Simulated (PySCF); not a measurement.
Ionisation energy of Re⁺ ([Xe] 4f¹⁴ 5d⁵ 6s → [Xe] 4f¹⁴ 5d⁵). PySCF, def2-TZVPPD with a 60-electron core potential, unrestricted single determinants, no spin-orbit coupling. Methods marked “valence” freeze 8 core electrons; methods marked “subvalence” freeze no core electrons.

By method:

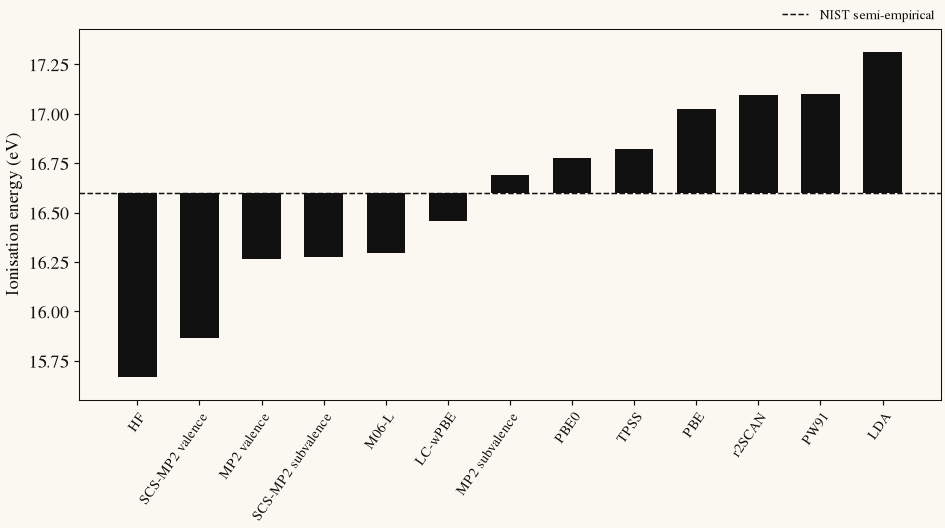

| Method | Ionisation energy (eV) |
| --- | --- |
| HF | 15.67 |
| LDA | 17.31 |
| PBE | 17.02 |
| PBE0 | 16.78 |
| r2SCAN | 17.10 |
| LC-wPBE | 16.46 |
| M06-L | 16.30 |
| TPSS | 16.82 |
| PW91 | 17.10 |
| MP2 valence | 16.26 |
| SCS-MP2 valence | 15.87 |
| MP2 subvalence | 16.69 |
| SCS-MP2 subvalence | 16.27 |

The values run from 15.67 eV (HF) to 17.31 eV (LDA). The NIST semi-empirical value is 16.60 ± 0.5 eV; nearest to it come MP2 subvalence (+0.09) and LC-wPBE (−0.14), furthest HF (−0.93 eV).
